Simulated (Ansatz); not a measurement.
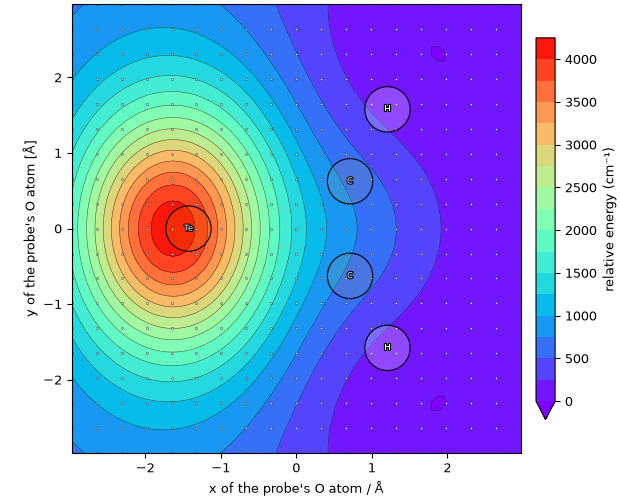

C₂H₂Te (SMILES C1=C[Te]1) with the probe H2O. 
- The probe is moved over a plane parallel to the molecule's main plane, 3.10 Å above it.
- The first coordinate is: x of the probe's O atom; the second: y of the probe's O atom.
- Nothing is relaxed (molecule and probe rigid, the probe upright with O nearest the plane).
- The grid has 19 × 19 points; 190 points were computed and 171 follow by symmetry.
- Points are written as (first, second).
- Energies: cm⁻¹, counted from the lowest grid point.
- This map comes from RHF/def2-SVPD in Ansatz 0.2.0.

Drawn: filled contours, dots at the grid points, labelled circles for the molecule's atoms, projected on the plane. Between grid points the surface is interpolated.

The lowest grid point is at (1.98 Å, −2.31 Å); the map holds 2 wells of about this depth. No other kind of well shows on this grid. The highest grid point, (−1.65 Å, 0.00 Å), lies 4182 cm⁻¹ above the lowest. On the interpolated surface the easiest way out of the lowest well to a well of about the same depth near (1.98 Å, 2.31 Å) passes a barrier of about 103 cm⁻¹. Near the minimum the curvatures are about 0.018 and 0.038 eV/Å² along the soft and the stiff direction.

The level of theory is changed to RKS PBE-D4/def2-SVPD in Ansatz 0.2.0; with it change the reference geometry, relaxed at the new level; the new grid has 11 × 13 points.

**How does the landscape change?**

The minimum (interpolated where it lies between grid points) moves from about (1.88 Å, −2.31 Å) to about (1.62 Å, −1.74 Å). The easiest pass out of the lowest well goes from about 103 to about 34 cm⁻¹ on the interpolated surfaces.

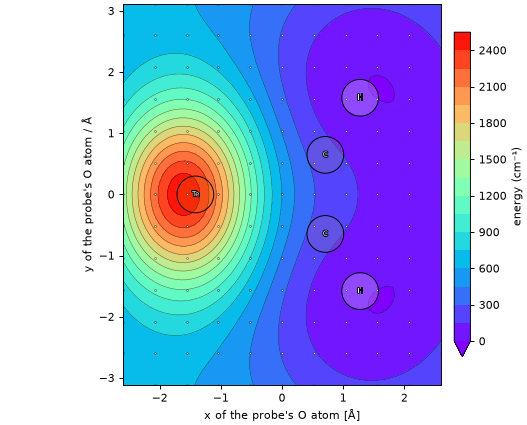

The map after the change, on a colour scale of its own. In the figure: filled contours, dots at the grid points, labelled circles for the molecule's atoms, projected on the plane. Between grid points the surface is interpolated.
